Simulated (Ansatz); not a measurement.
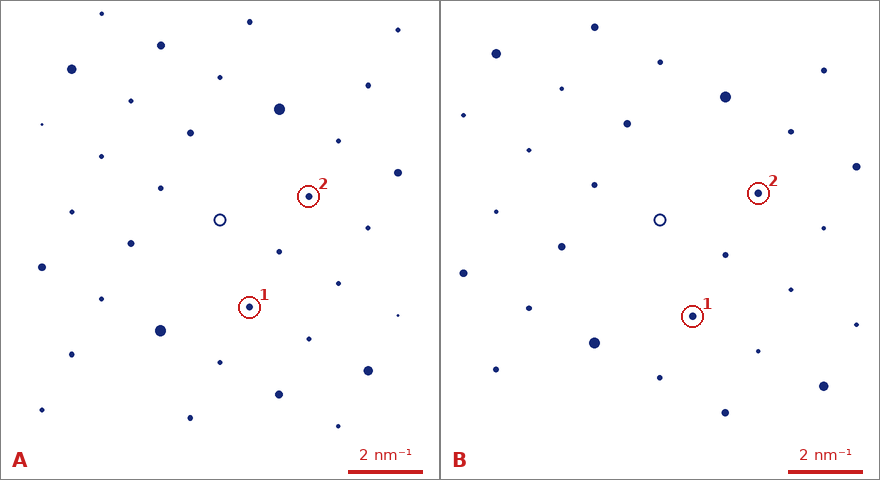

Kinematic electron diffraction patterns (200 kV, B = 0.5 Å², same scale) along [010] of the run's own cell, for the start and the end of one relaxation of SrMgBiO2 with DFT, PAW plane waves, pbe (Ansatz 0.2.0). k mesh 5×5×4. The start is a generated model structure, and the relaxation ends in the nearest stationary point of its symmetry, not necessarily the ground state. Spot 1 is -1 0 -1 and spot 2 is -1 0 1 in both.

Start structure:

```
Mg O Sr Bi
1.0
     5.39973    0.00000    0.00000
     2.69986   -6.22261    0.00000
     0.00000    0.00000   -5.27467
Mg O Sr Bi
2 4 2 2
Cartesian
  5.3997 -3.1798 -3.9560
  2.6999 -3.0429 -1.3187
  1.3337 0.0000 0.0000
  4.0660 0.0000 -2.6373
  4.0660 0.0000 0.0000
  1.3337 0.0000 -2.6373
  2.6999 -1.1823 -3.9560
  5.3997 -5.0403 -1.3187
  2.6999 -5.3029 -3.9560
  5.3997 -0.9197 -1.3187
```

Q: Which pattern belongs to the start structure, and which to the relaxed one?

A: B is the start: its cell gives d(1) = 3.611 Å, d(2) = 3.611 Å and an angle of 86.4°. A is the relaxed structure, with d(1) = 3.994 Å (+10.6 %), d(2) = 3.994 Å (+10.6 %) and 86.1°.

Q: What did the relaxation do to the structure and the energy?

A: The volume changed by +41.0 % to 24.99 Å³ an atom; with the mean shift removed, the atoms moved by up to 0.20 Å relative to the cell (Sr most); the space group stayed Cmcm (No. 63); the free energy fell by 470 meV an atom. Relaxed cell: a = 5.905 Å, b = 7.816 Å, c = 5.848 Å, α = 90.00°, β = 90.00°, γ = 67.81°.
